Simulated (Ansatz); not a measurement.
**Single-point calculation of CH₅NSSn**

CH₅NSSn, SMILES C[S][Sn][NH2], computed with RKS PBE0-D4/def2-TZVPP (Ansatz 0.2.0).

The geometry comes from this level: PBE0-D4/def2-TZVP.

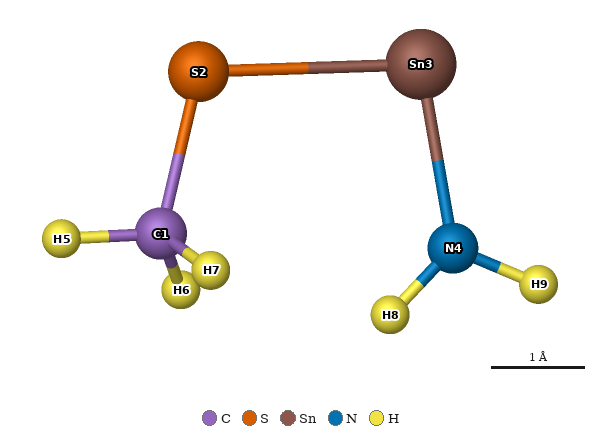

Fig. 1: The input geometry (ball-and-stick view, seen at a tilt; atoms are numbered from 1 in the order of the input). Sticks mark near contacts. Bond lengths as drawn: C–H 1.09 Å, C–S 1.81 Å, H–N 1.01 Å, N–Sn 2.02 Å and S–Sn 2.44 Å.

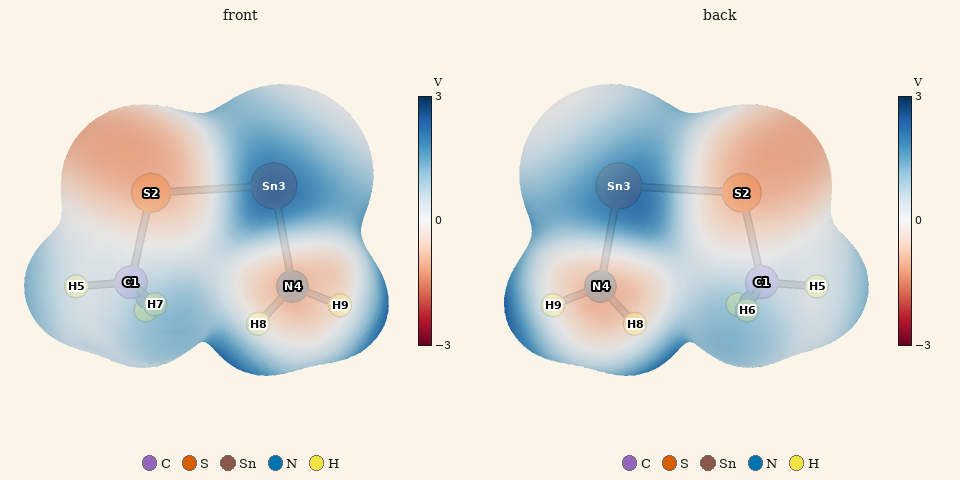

Fig. 2: The molecular electrostatic potential painted on the density surface at 0.004 e/bohr³, seen face on and from behind; red is negative and blue positive. A positive charge is drawn to the negative regions and a negative charge to the positive ones.

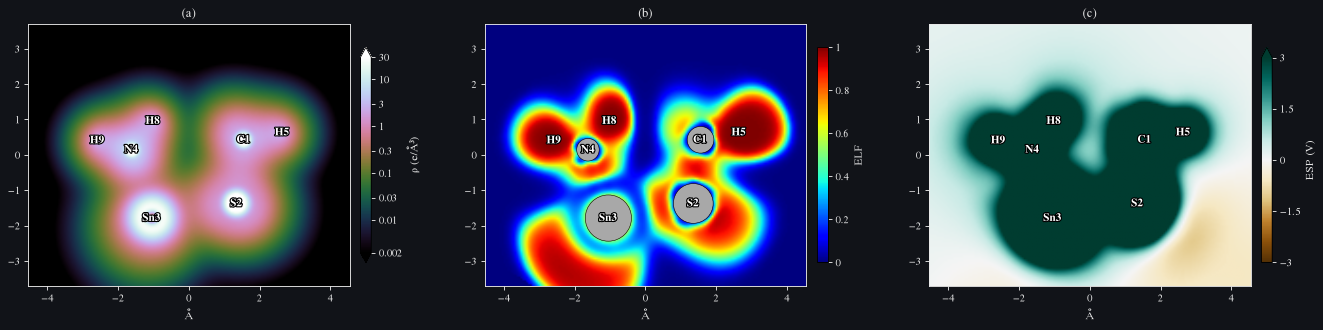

Fig. 3: (a) electron density; (b) electron localisation function; (c) molecular electrostatic potential on the plane of atoms S2, Sn3 and N4. Grey discs, where drawn, cover atomic cores. Sn–N (2.02 Å): ρ is about 0.79 e/Å³ halfway; the ELF peaks at about 0.85 in the valence shell of N, 0.6 Å from its nucleus, and drops to about 0.15 between the two atoms. Sn–S (2.44 Å): ρ is about 0.56 e/Å³ halfway; the ELF peaks at about 0.85 in the valence shell of S, 0.9 Å from its nucleus, and drops to about 0.20 between the two atoms. C–H (1.09 Å): ρ at the midpoint is about 2 e/Å³; the ELF climbs to about 1 towards the hydrogen; a covalent bond by its length.

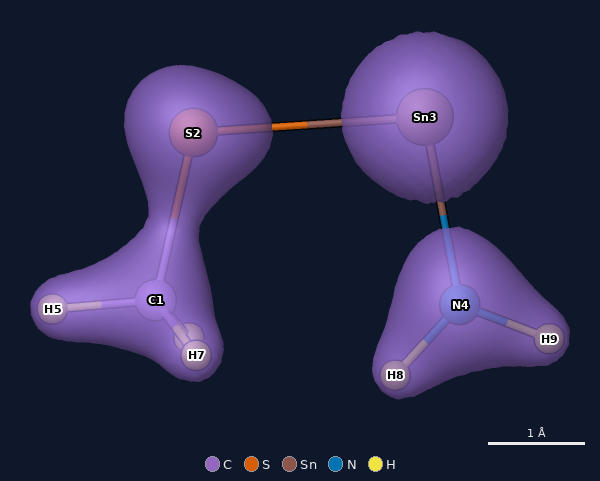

Fig. 4: Isosurface of the electron density at 1 e/Å³ (purple), seen face on. At this value the surface falls into three separate pieces. It is pinched off along the Sn–N (2.02 Å) and Sn–S (2.44 Å) contacts. On the grid the lowest density along these lines, outside the cores, is 1.2 e/Å³ (C–S, 1.81 Å), 0.79 e/Å³ (Sn–N, 2.02 Å), 0.55 e/Å³ (Sn–S, 2.44 Å) and 2.3 e/Å³ (N–H, 1.01 Å).

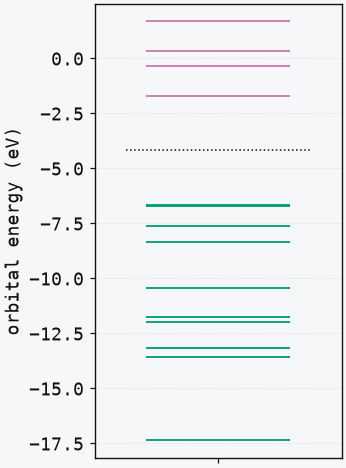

Fig. 5: Orbital energies near the frontier; the dotted line parts filled from empty levels, and levels within 0.02 eV of each other stand side by side. Highest filled −6.64 eV, lowest empty −1.69 eV, 4.95 eV apart.

The input that produced these results follows, with the program's output.

Input:
```yaml
crystal:
  periodic: [false, false, false]
  atoms:
    - {symbol: C, position_ang: [-0.954900, 0.380426, 0.973855]}
    - {symbol: S, position_ang: [0.668730, 0.288334, 1.772203]}
    - {symbol: Sn, position_ang: [2.245955, -0.372421, 0.037244]}
    - {symbol: N, position_ang: [0.911724, -0.492347, -1.469428]}
    - {symbol: H, position_ang: [-1.675861, 0.673955, 1.736936]}
    - {symbol: H, position_ang: [-0.964368, 1.130517, 0.182227]}
    - {symbol: H, position_ang: [-1.253096, -0.588139, 0.570916]}
    - {symbol: H, position_ang: [-0.079054, -0.315781, -1.417638]}
    - {symbol: H, position_ang: [1.189469, -0.750844, -2.403316]}
basis:
  gaussian: {orbitals: def2-TZVPP}
hamiltonian: {xc: pbe0, dispersion: d4}
output: {orbitals: {seedname: orbitals}}
```

Run as:
```bash
ansatz run in.yaml --threads 4 --pin off --events-out ev --progress --plain --max-ram 10444MiB
```

What the program printed:
```
Functional definition: PBE0
  name "PBE0"
  cite "Adamo & Barone, J. Chem. Phys. 110, 6158 (1999) doi:10.1063/1.478522"
  cite "Perdew, Burke & Ernzerhof, Phys. Rev. Lett. 77, 3865 (1996) doi:10.1103/PhysRevLett.77.3865"
  parent pbe
  parameter a = 0.25
  parameter kappa = 0.804
  parameter beta = 0.06672455060314922
  exchange = (1 - a)*pbe_x(kappa = kappa, mu = beta*pi^2/3) + a*exact_x
  correlation = pbe_c(beta = beta)
1406 factors; their error is unknown
mean field evaluation 1: about -19259.6620 eV, gradient 7.5e1 eV
mean field evaluation 2: about -19212.4625 eV, gradient 1.4e2 eV
mean field evaluation 4: about -19271.1664 eV, gradient 1.1e1 eV
mean field evaluation 8: about -19271.4930 eV, gradient 3.0e-1 eV
mean field evaluation 16: about -19271.5803 eV, gradient 1.6e-4 eV
mean field -19271.58027548 eV, -708.2175123774 hartree, gradient 8.7e-5 eV, S^2 0.000000; 0 other end points of the search recorded, 0 dependent functions left out
reference -19271.58030693 eV, -708.2175135333 hartree; 28, 28 occupied and 196, 196 virtual orbitals, 1406 factors
Total energy: -19271.78247157 eV, -708.2249429470 hartree
```

Results in brief:

```tsv
quantity	value
outcome	converged
total energy	−19271.7825 eV
mean-field energy	−19271.5803 eV
dispersion energy	−0.2022 eV
SCF solution under orbital rotations	stable
HOMO	−6.64 eV
LUMO	−1.69 eV
hardware	4 threads of Arm Neoverse V2, 23 GiB of memory available, shared host
wall time	2.4 s (CPU time 8.9 s)
peak memory	0.55 GiB
```
